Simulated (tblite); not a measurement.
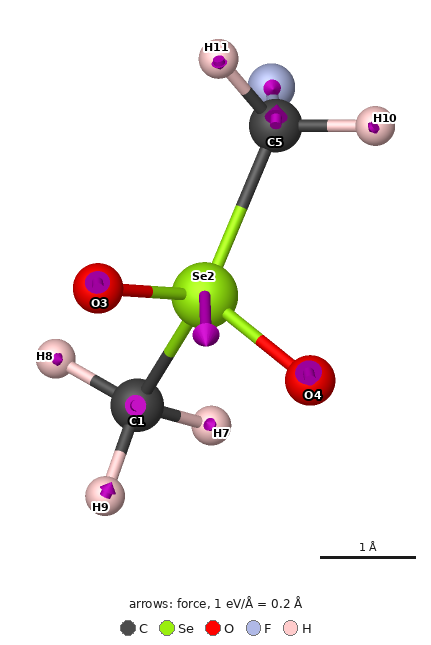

Starting geometry of C$_{2}$H$_{5}$FO$_{2}$Se with the computed forces as purple arrows. Style: ball-and-stick. Shown from a free direction.

These are results of tblite, GFN2-xTB geometry optimisation, dihedral held, gas phase, not measurements. 

What follows when this structure is relaxed?

Answer. It isn't relaxed: the largest force vector, on the Se atom, is 5.31 eV/Å. The final displacements have little in common with the starting forces (cosine between the two patterns 0.25). After 31 geometry steps the energy has fallen by 17.6 kcal/mol. The F atom moves most after the best rigid fit: 0.49 Å. Largest moves by element: F 0.49 Å, H 0.38 Å, Se 0.33 Å, C 0.23 Å, O 0.15 Å. Some distances before and after: O–Se 1.650 → 1.575 Å, O–Se 1.627 → 1.575 Å, C–Se 1.946 → 1.982 Å, C–H 1.118 → 1.094 Å. Bond angles that change, for instance: C–Se–C 128.7° → 104.1°, O–Se–O 97.2° → 114.2°, Se–C–H 109.3° → 105.4°.
